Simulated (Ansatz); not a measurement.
A series of calculations on HfSiH6O2Cl2

**1. Relaxation**

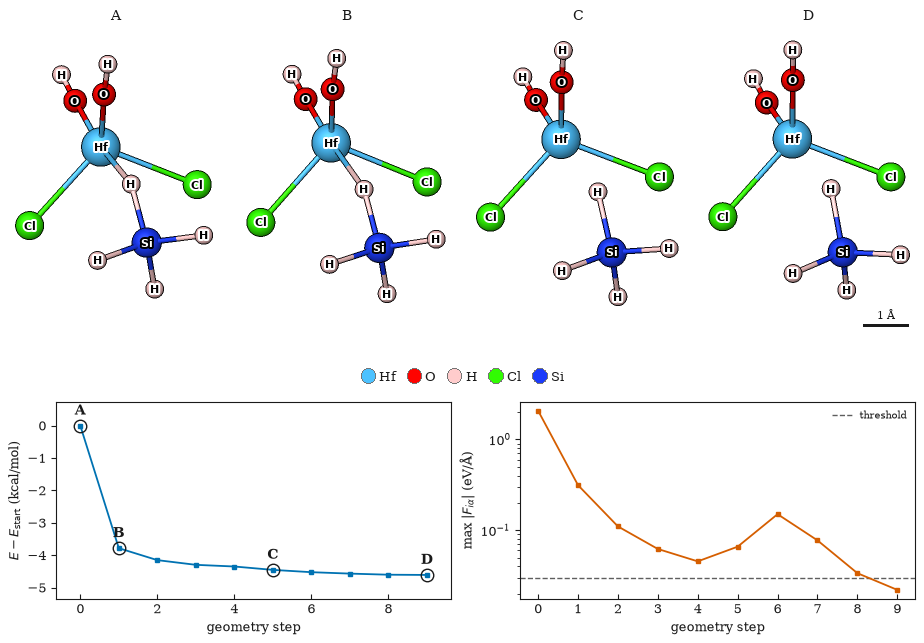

Frames of a relaxation of HfSiH6O2Cl2, marked on the history of the run. Style: ball-and-stick. Shown from a free direction.

The run prepares an end point of a later path (reaction) calculation, from a guessed geometry.

Method: Ansatz 0.2.0, RKS B3LYP-D4/def2-SVP.

The input:
```yaml
crystal:
  periodic: [false, false, false]
  atoms:
    - { symbol: Hf, position_ang: [-0.229716, -0.289171, 0.09961] }
    - { symbol: O, position_ang: [-0.358486, -0.235607, 2.095829] }
    - { symbol: H, position_ang: [-0.568295, -0.267044, 3.032603] }
    - { symbol: Cl, position_ang: [2.023132, -0.510143, -0.629256] }
    - { symbol: Cl, position_ang: [-1.29114, 1.588878, -0.894692] }
    - { symbol: O, position_ang: [-1.153639, -1.819506, -0.552605] }
    - { symbol: H, position_ang: [-1.628276, -2.616957, -0.797413] }
    - { symbol: Si, position_ang: [1.743383, 2.715774, 1.360922] }
    - { symbol: H, position_ang: [3.085774, 2.422526, 1.936271] }
    - { symbol: H, position_ang: [1.86585, 2.997896, -0.093235] }
    - { symbol: H, position_ang: [1.145718, 3.894292, 2.051264] }
    - { symbol: H, position_ang: [0.868397, 1.552562, 1.601902] }
basis:
  gaussian: { orbitals: def2-SVP }
hamiltonian:
  xc: b3lyp
  dispersion: d4
relax:
  f_tol: 0.03
  max_steps: 50
output:
  orbitals: {}
```

Run as
```bash
ansatz run input.yaml --threads 4 --pin off --max-ram 5120MiB --backend cpu --events-out ev --progress --plain --runs-dir out
```

What happens along the run?

Answer. Over 9 geometry steps the energy falls by 4.61 kcal/mol. The largest force component goes from 2.1 to 0.022 eV/Å. The atom that moves furthest after the best rigid fit is H11 (0.45 Å). By element the largest moves are H 0.45 Å, O 0.42 Å, Cl 0.31 Å, Si 0.24 Å, Hf 0.18 Å. Among the contacts that change: Hf1–H12 2.618 → 3.060 Å, Hf1–O2 2.001 → 1.910 Å, Si8–H12 1.475 → 1.492 Å, Hf1–O6 1.903 → 1.908 Å. Among the angles between lasting bonds that change: Hf1–O2–H3 170.4° → 178.7°, Hf1–O6–H7 174.7° → 171.1°. From step 0 to 1: H3 moves most (0.19 Å), energy −3.78 kcal/mol. From step 1 to 5: H3 moves most (0.23 Å), energy −0.67 kcal/mol. From step 5 to 9: H12 moves most (0.20 Å), energy −0.16 kcal/mol.

| step | E − E(0), kcal/mol | largest force component, eV/Å |
| --- | --- | --- |
| 0 | 0.00 | 2.0706 |
| 1 | -3.78 | 0.3134 |
| 2 | -4.15 | 0.1101 |
| 3 | -4.29 | 0.0622 |
| 4 | -4.35 | 0.0454 |
| 5 | -4.45 | 0.0659 |
| 6 | -4.52 | 0.1502 |
| 7 | -4.57 | 0.0773 |
| 8 | -4.60 | 0.0336 |
| 9 | -4.61 | 0.0220 |

**2. Relaxation**

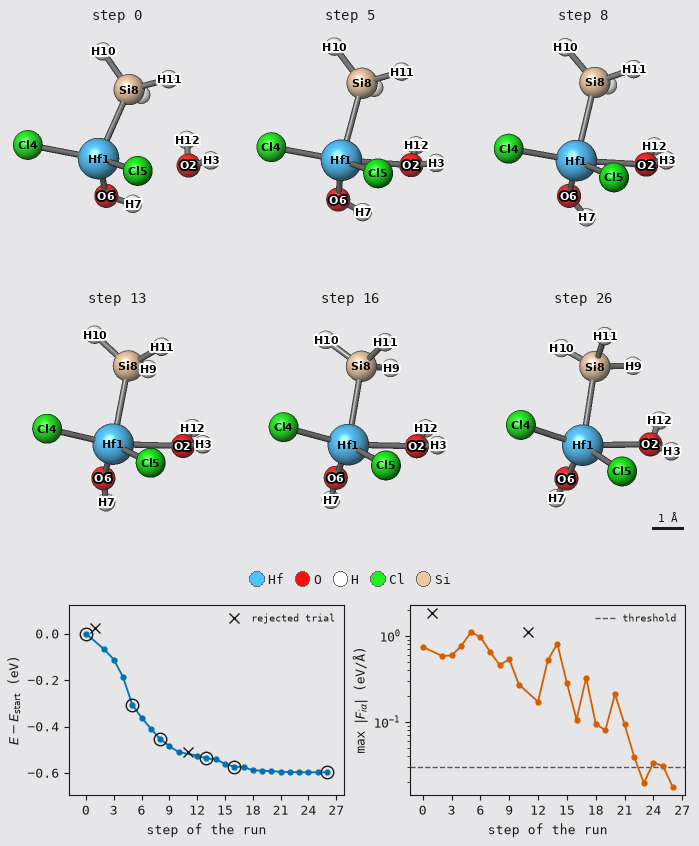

Frames of a relaxation of HfSiH6O2Cl2, marked on the history of the run. The picture is a ball-and-stick view, seen at a tilt.

The run prepares an end point of a later path (reaction) calculation, from a guessed geometry.

These are results of RKS B3LYP-D4/def2-SVP (Ansatz), not measurements. Settings: no spin polarisation; force threshold 0.03 eV/Å; at most 50 steps.

Describe the path.

Answer. The energy falls by 0.597 eV in 24 accepted moves (26 points after the start). Largest force component: 0.75 eV/Å at the start, 0.018 eV/Å at the end. The line search rejected the trial steps at points 1, 11 of the run. H7 moves most after the best rigid fit: 1.51 Å. Largest moves by element: H 1.51 Å, Cl 1.03 Å, Hf 0.64 Å, O 0.47 Å, Si 0.28 Å. Near-neighbour distances that change, for instance: Hf1–O2 3.263 → 2.338 Å, Hf1–H3 3.737 → 2.893 Å, Hf1–H12 3.519 → 2.922 Å, Hf1–Si8 2.643 → 2.769 Å. New bonds form, among them: Hf1–O2 (3.26 → 2.34 Å). Bond angles that change, for instance: Hf1–O6–H7 124.9° → 171.0°, Cl5–Hf1–Si8 104.4° → 121.7°, Cl4–Hf1–Cl5 115.9° → 101.5°. Groups turn about Hf1–Si8 by about 65°. The run took 73 s on 4 threads of Intel(R) Xeon(R) 6975P-C (Granite Rapids) (shared host), peak memory 0.47 GiB. From step 0 to 5: O2 moves most (0.48 Å), energy −0.306 eV. From step 5 to 8: H7 moves most (0.37 Å), energy −0.148 eV. From step 8 to 13: H7 moves most (0.49 Å), energy −0.084 eV. From step 13 to 16: H11 moves most (0.38 Å), energy −0.036 eV. From step 16 to 26: H10 moves most (0.51 Å), energy −0.024 eV.

**3. Path**

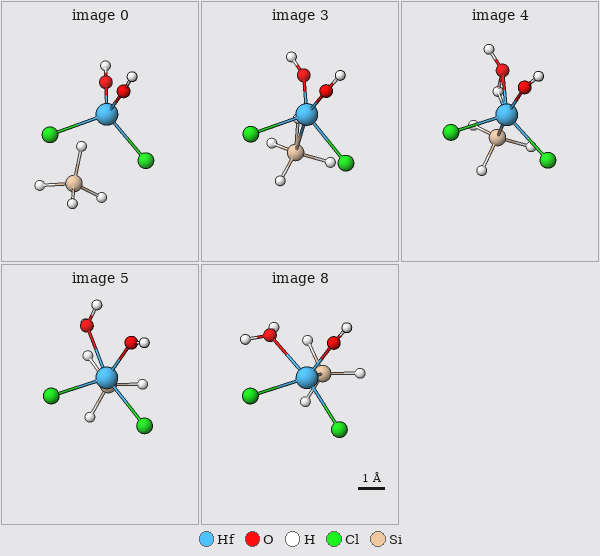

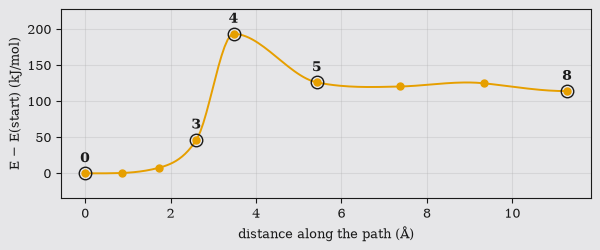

A search for the minimum-energy path of HfSiH$_{6}$O$_{2}$Cl$_{2}$, made up at the start of HfH2O2Cl2 and SiH4 by the nudged elastic band. Images are numbered from 0 (start) to 8 (end). The picture is a ball-and-stick view, seen from a free direction.

Theory: RKS B3LYP-D4/def2-SVP in Ansatz. Run with 7 movable images; climbing image; force threshold 0.05 eV/Å; iteration limit 60; starting path through a guess of the saddle point.

Question: Read off the barrier and say what moves.

Answer: The path has more than one stage, and so few images may leave a stage unresolved. Breaking: H–Si (1.49 → 2.75 Å). Forming: Hf–Si (4.15 → 2.77 Å), H–O (2.89 → 0.97 Å). The energy climbs by 193.5 kJ/mol to image 4 and then falls by 79.4 kJ/mol, so the end point sits at +114.2 kJ/mol. The band converged in 33 iterations. The largest component of the band force went from 17 to 0.042 eV/Å. The climbing image converged on the top of the path. Its vibrational analysis gives one imaginary mode (982i cm⁻¹), as a transition state must have.

Limits of the set-up: the start holds two separate molecules, 2.9 Å apart at their closest, whose relative position is a soft coordinate.
